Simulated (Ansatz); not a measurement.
CH$_{5}$ClGe···H$_{2}$O

```yaml
atoms:
  - { symbol: Ge, position_ang: [-0.0942, -0.3758, -1.2182] }
  - { symbol: Cl, position_ang: [1.6648, 0.9843, -1.2436] }
  - { symbol: H, position_ang: [0.0868, -1.2644, -2.4812] }
  - { symbol: H, position_ang: [-1.3395, 0.5394, -1.3786] }
  - { symbol: C, position_ang: [-0.0778, -1.3804, 0.4648] }
  - { symbol: H, position_ang: [0.7184, 1.8652, 0.9159] }
  - { symbol: O, position_ang: [-0.0436, 1.8663, 1.5312] }
  - { symbol: H, position_ang: [-0.9361, -2.0825, 0.4861] }
  - { symbol: H, position_ang: [-0.1688, -0.6493, 1.2912] }
  - { symbol: H, position_ang: [0.8652, -1.9519, 0.5632] }
  - { symbol: H, position_ang: [-0.6749, 2.4492, 1.0692] }
```

Theory: Ansatz, RKS revPBE/def2-SVP.

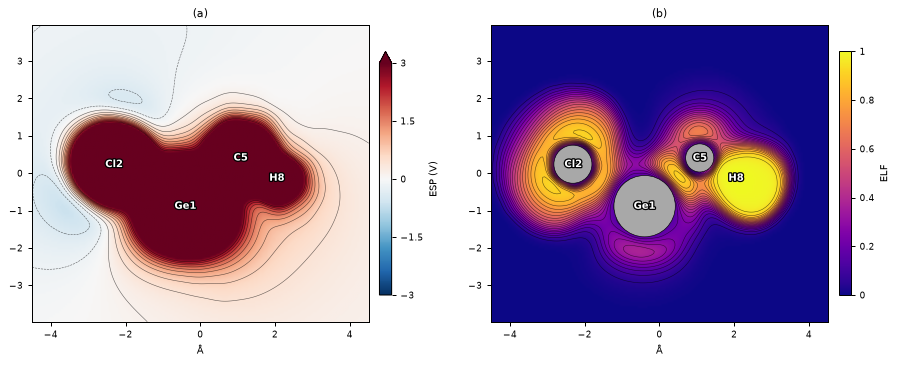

Figure 1. (a) electrostatic potential; (b) electron localisation function on the plane of atoms Ge1, C5 and H8. Grey discs cover the atomic cores in the ELF map.

Question: What do the fields say about this system?

Answer:
- The section cuts through Ge, Cl, C and H sites.
- C–Ge (1.96 Å): the ELF peaks at about 0.90 in the valence shell of C, 0.7 Å from its nucleus, and is about 0.70 at the midpoint.
- Ge–Cl (2.22 Å): the ELF peaks at about 0.85 in the valence shell of Cl, 0.8 Å from its nucleus, and is about 0.65 at the midpoint.
- C–H (1.11 Å): the ELF climbs to about 1 towards the hydrogen, as it does in any bond to H (an ordinary covalent bond to hydrogen).
- The ELF also peaks beside Cl2, away from the bonds: lone-pair regions.
- Outside the dense part of the complex the potential is most negative (−0.6 V) near Cl2.

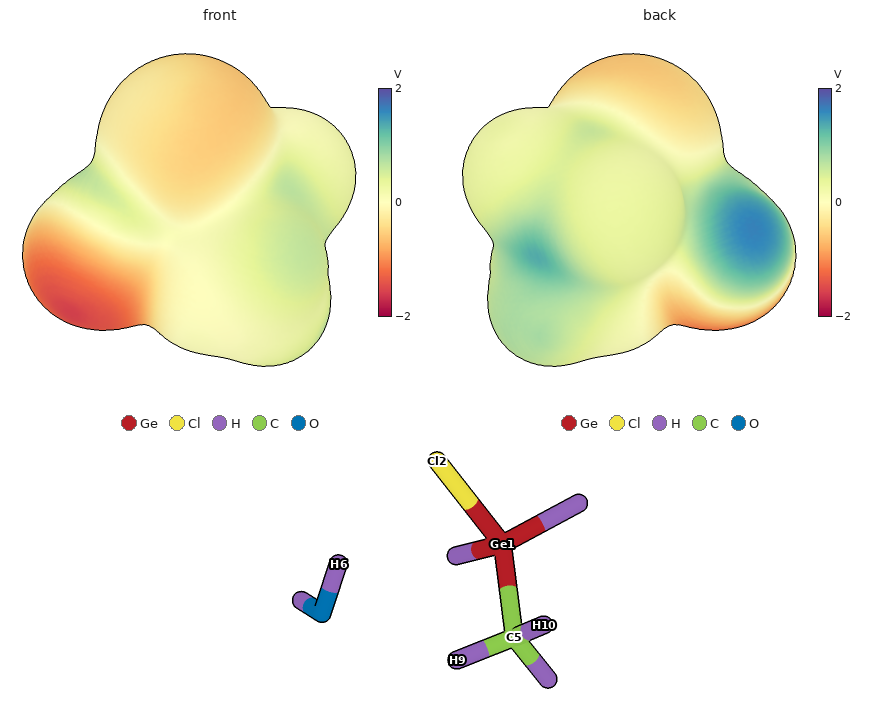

Figure 2. The electrostatic potential painted on the density surface at 0.001 e/bohr³, seen from the front and from behind; red is negative and blue positive. The bare structure is drawn below in the same view.

Question: Where is the surface potential most negative and most positive?

Answer: The most negative region (about −1.5 V) lies over O7, the most positive (about +1.6 V) over H11. O7 is the likeliest acceptor of a hydrogen bond.

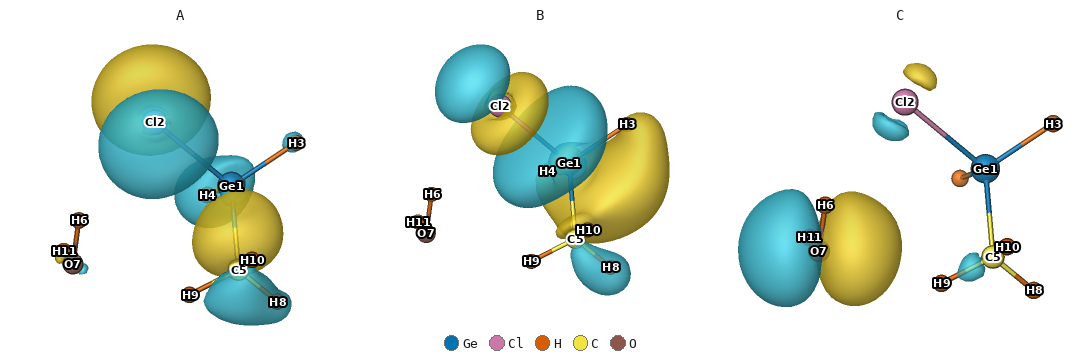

Figure 3. Three frontier orbitals at ±0.1 Å⁻³ᐟ² (yellow and cyan are the two phases), in no order.

Question: Which picture is the HOMO−1, the HOMO and the LUMO?

Answer: A is the HOMO−1 (−7.09 eV). Its weight (Hirshfeld) is mainly on Cl2 (about 70 %), C5 (about 10 %) and Ge1 (about 10 %); largely a lone pair of Cl2. C is the HOMO (−6.46 eV). By Hirshfeld shares it lies mainly on O7 (about 85 %); largely a lone pair of O7. B is the LUMO (−0.85 eV). Its weight (Hirshfeld) is mainly on Ge1 (about 50 %) and Cl2 (about 30 %).

Question: What is the HOMO–LUMO gap?

Answer: 5.61 eV between the orbital energies.
